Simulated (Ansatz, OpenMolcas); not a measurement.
Predicting a hybrid from its neighbours: CH7FSi2

CH7FSi2 has 11 atoms, charge 0, and is taken as a singlet. SMILES: `F[SiH2]C[SiH3]`. The shape is that of a PBE0-D4/def2-TZVP optimisation. This is one conformer, not always the lowest.

The vertical ionisation energy (to the doublet cation) y, in eV, basis 6-31G(d); a is the functional's share of exact exchange. Programs: Ansatz 0.2.0, OpenMolcas 26.06.

| functional | program | a | y (eV) |
| --- | --- | --- | --- |
| TPSS | OpenMolcas | 0 | 10.51 |
| r2SCAN | Ansatz | 0 | 10.64 |
| B3LYP | Ansatz | 0.2 | 10.78 |
| PBE0 | Ansatz | 0.25 | 10.84 |
| r2SCAN0 | Ansatz | 0.25 | ? |
| BHLYP | Ansatz | 0.5 | 11.02 |

**Question.** Fit y = c + s·a to the known rows and predict r2SCAN0.

**Answer.** 
1. Means of the 5 rows: a = 0.1900, y = 10.758.
2. Σ(Δa)² = 0.172, Σ(Δa·Δy) = 0.1559, so the slope is 0.1559/0.172 = 0.9064.
3. Intercept: 10.758 − (0.9064) × 0.1900 = 10.586. The largest residual of the fit is 0.076.
4. r2SCAN0: 10.586 + (0.9064) × 0.25 = 10.81 eV.

The run gave 10.94 eV, so the prediction is off by -0.13 eV, more than the largest residual. The rows mix families of semi-local functionals, which the line can't see.

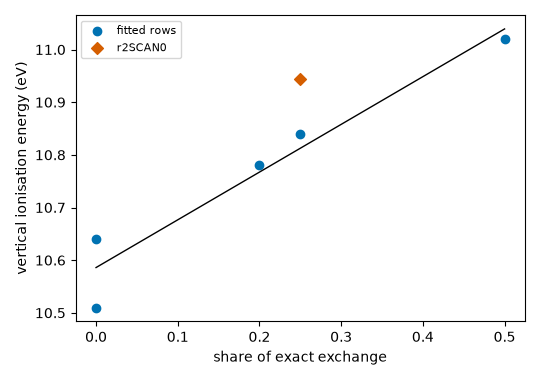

The fitted line, with the withheld row.
